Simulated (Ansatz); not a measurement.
## Electronic structure of H2Si5 in real space

The calculation's input:

```
crystal:
  periodic: [false, false, false]
  atoms:
    - {symbol: Si, position_ang: [0.561117, -0.104973, -1.422143]}
    - {symbol: Si, position_ang: [0.667805, -1.574252, 0.379671]}
    - {symbol: Si, position_ang: [-1.621667, 0.130028, -0.649394]}
    - {symbol: Si, position_ang: [-0.561120, 0.104965, 1.422140]}
    - {symbol: Si, position_ang: [0.953846, 1.444233, 0.269710]}
    - {symbol: H, position_ang: [1.103609, -0.206561, -2.797788]}
    - {symbol: H, position_ang: [-1.103589, 0.206560, 2.797794]}
basis:
  gaussian: {orbitals: def2-TZVP, initial_orbitals: start.molden}
hamiltonian: {xc: pbe0, dispersion: d4}
scf: {omitted_lower_state_checks: [starts]}
output: {orbitals: {seedname: orbitals}}
```

Command:

```sh
ansatz run in.yaml --threads 4 --pin off --events-out ev --progress --plain --max-ram 3916MiB
```

Geometry: B3LYP-D4/def2-SVP.

Method: RKS PBE0-D4/def2-TZVP in Ansatz 0.2.0.

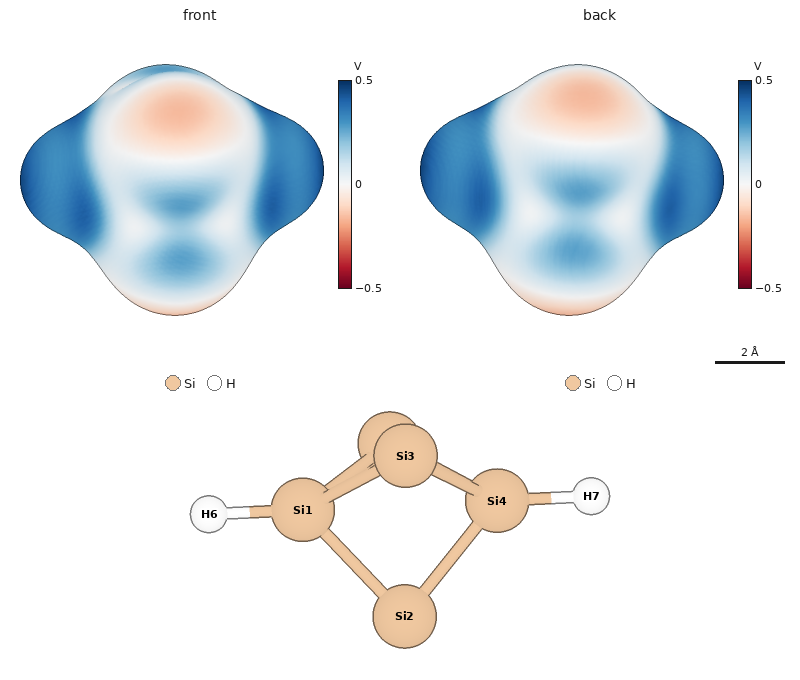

Figure 1. The electrostatic potential painted on the density surface at 0.001 e/bohr³, seen from the front and from behind; red is negative and blue positive. The bare structure is drawn below in the same view.

### Describe the electrostatic potential map.

The most negative region (about −0.2 V) lies over Si2, Si3 and Si5, the most positive (about +0.5 V) over Si4, H6 and H7.

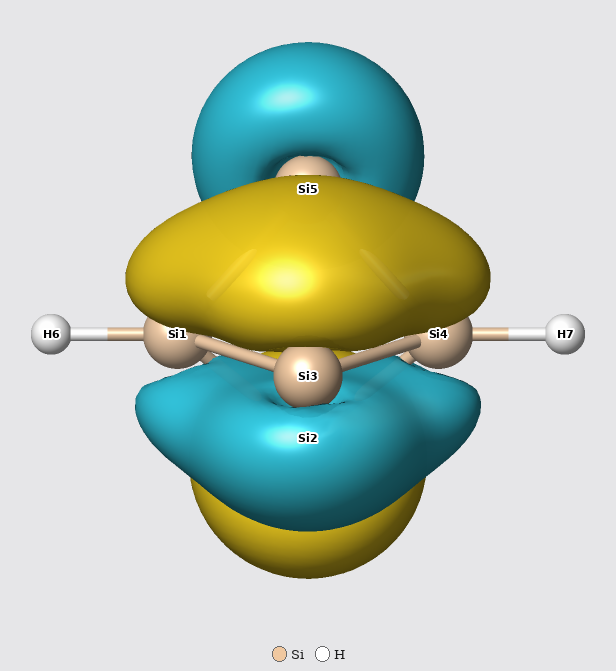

Figure 2. The HOMO at ±0.08 Å⁻³ᐟ² (yellow and cyan are the two phases), seen from one side.

### What is the character of this orbital?

By Hirshfeld shares it lies mainly on Si2 (about 25 %), Si3 (about 25 %), Si5 (about 25 %), Si1 (about 10 %) and Si4 (about 10 %). It is one of a degenerate set, so its orientation is arbitrary. Its energy is −6.39 eV.

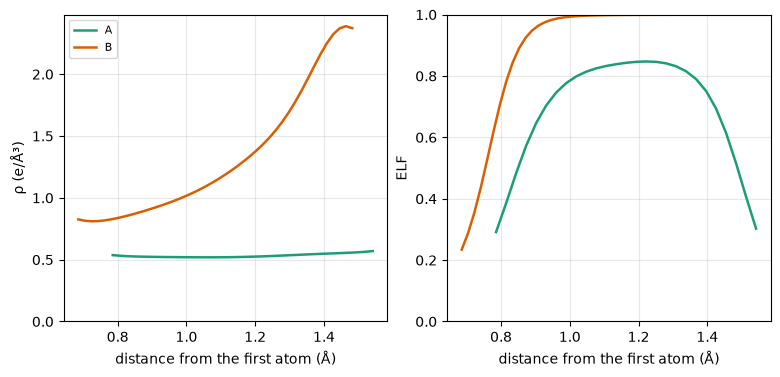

Figure 3. Total electron density and ELF along straight lines between neighbouring atoms. The curves leave out the atomic cores.

### Which curve belongs to which contact (Si–H and Si–Si)? The first atom named is at distance zero.

Curve A: Si–Si (2.33 Å): ρ at the midpoint is about 0.52 e/Å³; the ELF peaks at about 0.85 between the atoms (localised, covalent bonding). Curve B: Si–H (1.48 Å): ρ at the midpoint is about 0.81 e/Å³; the ELF climbs to about 1 towards the hydrogen, as it does in any bond to H.

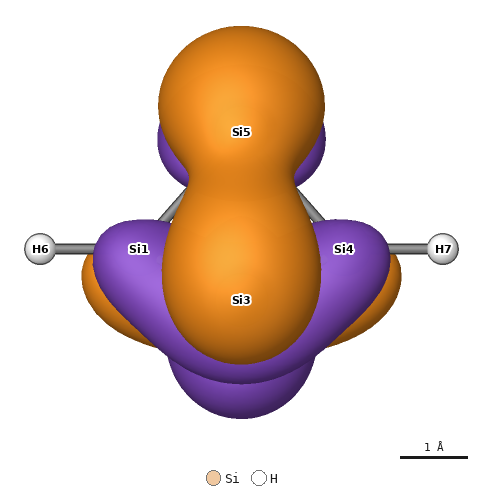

Figure 4. The LUMO at ±0.08 Å⁻³ᐟ² (orange and purple are the two phases), seen from one side.

### What is the character of this orbital?

Its weight (Hirshfeld) is mainly on Si2 (about 25 %), Si3 (about 25 %), Si5 (about 25 %), Si1 (about 10 %) and Si4 (about 10 %). It is one of a degenerate set, so its orientation is arbitrary. Its energy is −2.41 eV.
